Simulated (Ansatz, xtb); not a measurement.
Stretching the Ga1–H2 bond in ClGaH2 (SMILES [Cl][GaH2]) (multiplicity 1 held, fragments rigid). Energies count from the point at 1.557 Å.
Geometry at that point (charge 0, multiplicity 1):
```json
[
 {"atom": "Ga", "x (Å)": "-0.0029", "y (Å)": "-0.2319", "z (Å)": "-0.6712"},
 {"atom": "H", "x (Å)": "-1.4091", "y (Å)": "-0.3118", "z (Å)": "-1.3346"},
 {"atom": "H", "x (Å)": "1.3979", "y (Å)": "-0.5822", "z (Å)": "-1.2533"},
 {"atom": "Cl", "x (Å)": "0.0059", "y (Å)": "0.4754", "z (Å)": "1.3761"}
]
```

R- and RO- levels are restricted; in cc, def2 and unpolarised 6-31G sets they are followed outwards from rest. Unrestricted levels (U-) break spin symmetry where that is lower. Active spaces are followed from a long bond inwards. Levels need not reach the same state.

Cores are frozen in the correlated methods. Filled d and f shells under p-block atoms count as core.

Codes used: Ansatz (a quantum-chemistry and plane-wave program); xtb for the GFN methods. Values without a source in brackets are computed. The GFN methods have no spin term and hold the electronic entropy of 300 K.

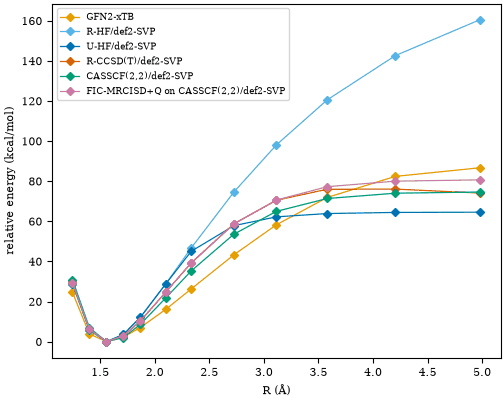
*Relative energy along the coordinate*

**Question.** Read off the GFN2-xTB curve at R = 2.725.

**Answer.** about 43 kcal/mol

Doubts at one or more of the structures used: a restricted determinant that unrestricted orbitals would lower (R-HF/def2-SVP, R-CCSD(T)/def2-SVP); a spin-contaminated determinant (U-HF/def2-SVP); other coupled-cluster roots lie near (R-CCSD(T)/def2-SVP); T1 above 0.05 (R-CCSD(T)/def2-SVP).
